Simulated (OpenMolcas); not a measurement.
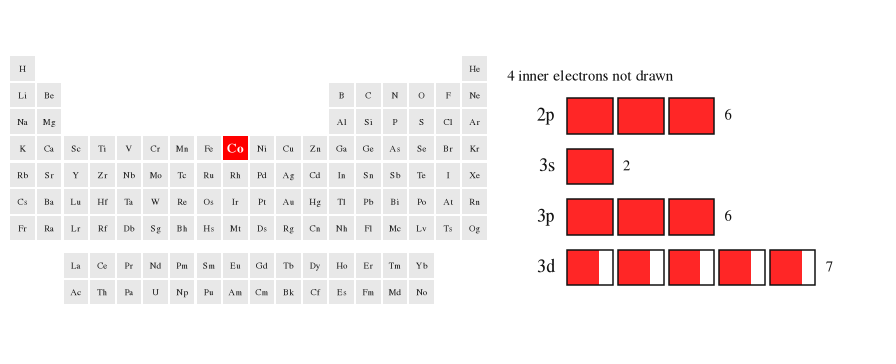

Fig. 1: Left, the place of cobalt in the periodic table; right, the outer shells of the leading configuration of the lowest level: a box for each of the 2l + 1 orbitals, shaded by the share of the shell that is filled, with the electron count at the right.

Multiconfigurational calculation for Co²⁺ complex

- system: Co²⁺ with 6 ligands (O; octahedron, 2.125 Å), embedded in MgO by model potentials and point charges, whose field is part of the energies.
- method: state-averaged SS-CASPT2, IPEA shift 0.25, imaginary shift 0.1 hartree, closed shells 3s 3p of the metal and the valence shells of the ligands correlated, active space 7 electrons in the shell 3d, basis ANO-RCC-VTZP on the metal and ANO-RCC-VDZP on the ligands, DKH2 scalar Hamiltonian, spin-orbit coupling by RASSI with atomic mean-field integrals (OpenMolcas)

**Output (extracts)**
```
--- CASPT2 ---
Orbital specifications:
      -----------------------

      Symmetry species                           1   2
                                                ag  au
      Frozen orbitals                            5   6
      Inactive orbitals                         13  15
      Active orbitals                            5   0
      Secondary orbitals                        61  62
      Deleted orbitals                           0   0
      Number of basis functions                 84  83
Type of calculation                        SS-CASPT2
      Fock operator                              state-specific
      IPEA shift                                 0.25
      Real shift                                 0.00
      Imaginary shift                            0.10
      The input orbitals will be transformed to quasi-canonical
Reference energy:       -1851.4209059120
      E2 (Non-variational):      -1.7717842812
      Shift correction:          -0.0011919398
      E2 (Variational):          -1.7729762211
      Total energy:           -1853.1938821331
      Residual norm:              0.0000002673
      Reference weight:           0.70889
      Contributions to the CASPT2 correlation energy
      Active & Virtual Only:         -0.1928078170
      One Inactive Excited:          -0.2921222876
      Two Inactive Excited:          -1.2868541766
Reference energy:       -1851.4209059120
      E2 (Non-variational):      -1.7717854844
      Shift correction:          -0.0011919666
      E2 (Variational):          -1.7729774510
      Total energy:           -1853.1938833630
      Residual norm:              0.0000002674
      Reference weight:           0.70889
      Contributions to the CASPT2 correlation energy
      Active & Virtual Only:         -0.1928090948
      One Inactive Excited:          -0.2921215689
      Two Inactive Excited:          -1.2868548206
::    CASPT2 Root  1     Total energy:  -1853.19388213
::    CASPT2 Root  2     Total energy:  -1853.19388336
::    CASPT2 Root  3     Total energy:  -1853.19362028
::    CASPT2 Root  4     Total energy:  -1853.14996613
::    CASPT2 Root  5     Total energy:  -1853.14996854
::    CASPT2 Root  6     Total energy:  -1853.14996872
::    CASPT2 Root  7     Total energy:  -1853.10238456
::    CASPT2 Root  8     Total energy:  -1853.09380529
::    CASPT2 Root  9     Total energy:  -1853.09382514
::    CASPT2 Root 10     Total energy:  -1853.09382377
--- CASPT2 ---
Orbital specifications:
      -----------------------

      Symmetry species                           1   2
                                                ag  au
      Frozen orbitals                            5   6
      Inactive orbitals                         13  15
      Active orbitals                            5   0
      Secondary orbitals                        61  62
      Deleted orbitals                           0   0
      Number of basis functions                 84  83
Type of calculation                        SS-CASPT2
      Fock operator                              state-specific
      IPEA shift                                 0.25
      Real shift                                 0.00
      Imaginary shift                            0.10
      The input orbitals will be transformed to quasi-canonical
Reference energy:       -1851.3597755527
      E2 (Non-variational):      -1.7913407269
      Shift correction:          -0.0012229345
      E2 (Variational):          -1.7925636613
      Total energy:           -1853.1523392140
      Residual norm:              0.0000006755
      Reference weight:           0.70620
      Contributions to the CASPT2 correlation energy
      Active & Virtual Only:         -0.1963857426
      One Inactive Excited:          -0.3002796332
      Two Inactive Excited:          -1.2946753511
Reference energy:       -1851.3597755525
      E2 (Non-variational):      -1.7913657369
      Shift correction:          -0.0012231106
      E2 (Variational):          -1.7925888475
      Total energy:           -1853.1523644000
      Residual norm:              0.0000006799
      Reference weight:           0.70620
      Contributions to the CASPT2 correlation energy
      Active & Virtual Only:         -0.1963874571
      One Inactive Excited:          -0.3003015136
      Two Inactive Excited:          -1.2946767662
::    CASPT2 Root  1     Total energy:  -1853.15233921
::    CASPT2 Root  2     Total energy:  -1853.15236440
::    CASPT2 Root  3     Total energy:  -1853.12213997
::    CASPT2 Root  4     Total energy:  -1853.12215174
::    CASPT2 Root  5     Total energy:  -1853.12214215
::    CASPT2 Root  6     Total energy:  -1853.11904431
::    CASPT2 Root  7     Total energy:  -1853.11904673
::    CASPT2 Root  8     Total energy:  -1853.11904375
::    CASPT2 Root  9     Total energy:  -1853.09067360
::    CASPT2 Root 10     Total energy:  -1853.10576081
::    CASPT2 Root 11     Total energy:  -1853.10581990
::    CASPT2 Root 12     Total energy:  -1853.10577790
::    CASPT2 Root 13     Total energy:  -1853.07868516
::    CASPT2 Root 14     Total energy:  -1853.07865570
::    CASPT2 Root 15     Total energy:  -1853.07865945
::    CASPT2 Root 16     Total energy:  -1853.06775574
::    CASPT2 Root 17     Total energy:  -1853.06775325
::    CASPT2 Root 18     Total energy:  -1853.06742044
::    CASPT2 Root 19     Total energy:  -1853.06299645
::    CASPT2 Root 20     Total energy:  -1853.06232568
::    CASPT2 Root 21     Total energy:  -1853.04660281
::    CASPT2 Root 22     Total energy:  -1853.04694986
::    CASPT2 Root 23     Total energy:  -1853.04694982
::    CASPT2 Root 24     Total energy:  -1853.03542142
::    CASPT2 Root 25     Total energy:  -1853.03537778
::    CASPT2 Root 26     Total energy:  -1853.03530414
::    CASPT2 Root 27     Total energy:  -1853.03031796
::    CASPT2 Root 28     Total energy:  -1853.03038500
::    CASPT2 Root 29     Total energy:  -1853.02097575
::    CASPT2 Root 30     Total energy:  -1853.02097456
```

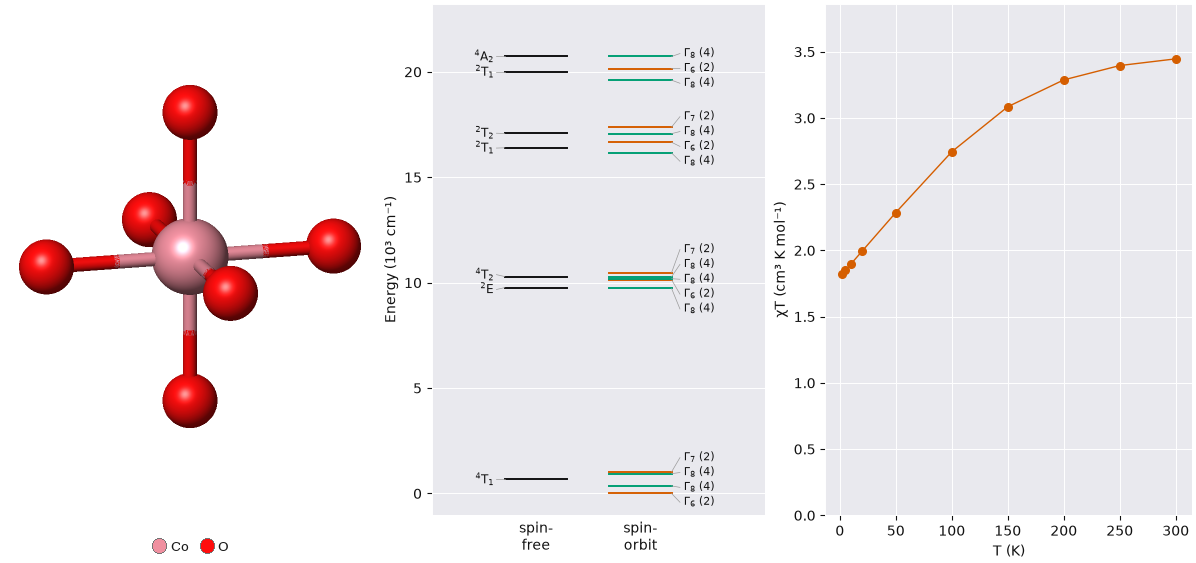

Fig. 2: Co²⁺ (3d⁷) as a dopant in MgO, a cluster with its 6 nearest O²⁻ at 2.125 Å (octahedron) embedded in model potentials and point charges; the geometry was set, not optimised, and its levels and susceptibility. Labels give the representation in O, Td, D4 or D3 as the site allows (double group for half-integer spin) where it could be assigned and, in brackets, the degeneracy; spin-free states, where drawn, share the zero of the spin-orbit levels. Powder susceptibility by Van Vleck's formula. The ground level is Γ₆, a Kramers doublet, 100 % from states of spin multiplicity 4. Its principal g values are 4.38, 4.38 and 4.38, isotropic. The next level lies at 359 cm⁻¹ (Γ₈). The lowest spin-free state is ⁴T₁, from the free-ion F term; of the same spin there follow at 9,620 cm⁻¹ (⁴T₂) and 20,100 cm⁻¹ (⁴A₂) above it. χT is 1.82 cm³ K mol⁻¹ at 2 K and 3.45 at 300 K, an effective moment of 5.25 μB.

**The input**
```
&GATEWAY
Basis set
Co.ANO-RCC-VTZP.
Co1 0.0 0.0 0.0 Angstrom
End of basis
Basis set
O.ANO-RCC-VDZP.
L1 2.125000 0.000000 0.000000 Angstrom
L2 0.000000 2.125000 0.000000 Angstrom
L3 0.000000 0.000000 2.125000 Angstrom
End of basis
Basis set
Mg.EMB-AIMP.Pascual.10s4p.1s1p.ECP.MgO.
PseudoCharge
* 3 symmetry-unique lattice sites within 7.6 angstrom
End of basis
Basis set
Mg.EMB-AIMP.Pascual.0s.0s.ECP.MgO.
PseudoCharge
* 40 symmetry-unique lattice sites within 7.6 angstrom
End of basis
Basis set
O.EMB-AIMP.Pascual.0s.0s.ECP.MgO.
PseudoCharge
* 55 symmetry-unique lattice sites within 7.6 angstrom
End of basis
Symmetry
XYZ
AngMom=0.0 0.0 0.0
AMFI
RICD
XField
997 Angstrom 0
* Evjen-weighted lattice charges
&SEWARD
&RASSCF
FileOrb=start.orb
Symmetry=1
Spin=4
nActEl=7 0 0
Inactive=18 21
Ras2=5 0
CIRoot=10 10 1
SDav=10
CIMx=300
Iter=150 100
PrWF=0.3
OrbListing=Nothing
MaxOrb=0
LevShft=1.0
>>> COPY $Project.JobIph JOB001
&RASSCF
FileOrb=start.orb
Symmetry=1
Spin=2
nActEl=7 0 0
Inactive=18 21
Ras2=5 0
CIRoot=40 40 1
SDav=40
CIMx=300
Iter=150 100
PrWF=0.3
OrbListing=Nothing
MaxOrb=0
LevShft=1.0
>>> COPY $Project.JobIph JOB002
&RASSI
NrOfJobIphs=2 10 40
1 2 3 4 5 6 7 8 9 10
1 2 3 4 5 6 7 8 9 10 11 12 13 14 15 16 17 18 19 20 21 22 23 24 25 26 27
28 29 30 31 32 33 34 35 36 37 38 39 40
IphNames
JOB001
JOB002
EJob
SpinOrbit
DIPRint=1.0
SOCoupling=1000.0
Subsets=2
Property=9
'ANGMOM' 1 'ANGMOM' 2 'ANGMOM' 3 'MLTPL  1' 1 'MLTPL  1' 2 'MLTPL  1' 3
'AMFI' 1 'AMFI' 2 'AMFI' 3
SOProperty=3
'ANGMOM' 1 'ANGMOM' 2 'ANGMOM' 3
>>> COPY JOB001 $Project.JobIph
&CASPT2
Multistate=10 1 2 3 4 5 6 7 8 9 10
NoMult
Frozen=5 6
IPEA=0.25
Imaginary=0.1
MaxIter=60
WThr=0.0 0.3 0.05
PrWF=0.5
NoMix
>>> COPY JOB002 $Project.JobIph
&CASPT2
Multistate=40 1 2 3 4 5 6 7 8 9 10 11 12 13 14 15 16 17 18 19 20 21 22
23 24 25 26 27 28 29 30 31 32 33 34 35 36 37 38 39 40
NoMult
Frozen=5 6
IPEA=0.25
Imaginary=0.1
MaxIter=60
WThr=0.0 0.3 0.05
PrWF=0.5
NoMix
```

The file start.orb holds starting orbitals from an earlier step. A driver script formed the levels outside the program, from RASSI's spin-orbit matrix and the CASPT2 energies (for multi-state variants, the effective Hamiltonian), averaged over the components of each term or state. The log and the time are those of the CASPT2 step.

Run as:
```bash
OMP_NUM_THREADS=1 MOLCAS_MEM=2457 MOLCAS_PROJECT=a pymolcas a.inp > a.log  # once for each step of the input, in one work folder
```

**Results in brief**

| quantity | value |
| --- | --- |
| outcome | converged |
| energy of the lowest spin-free term | −1853.19380 hartree |
| energy of the lowest spin-orbit level | −1853.19685 hartree |
| CASPT2 correlation energy | −1.7729 hartree |
| largest spread among components of a term | 147.2 cm⁻¹ |
| lowest reference weight | 0.693 |
| hardware | 1 thread of Arm Neoverse V2, 24 GiB of memory available, shared host |
| wall time | 4.8 min |
| peak memory | 0.2 GiB |

**Remarks**

The components of ²E, which symmetry makes degenerate, are split by 147 cm⁻¹ in CASPT2, and those of 3 more by over 50 cm⁻¹. This is an artefact; the levels of such states rest on averages and are uncertain by about as much. Limits: small active space favours high spin, ground spin may be wrong; with a single d shell and no ligand orbitals active, the ligand field and the g values of a late 3d ion can be well off; the geometry is set by hand, with no relaxation.
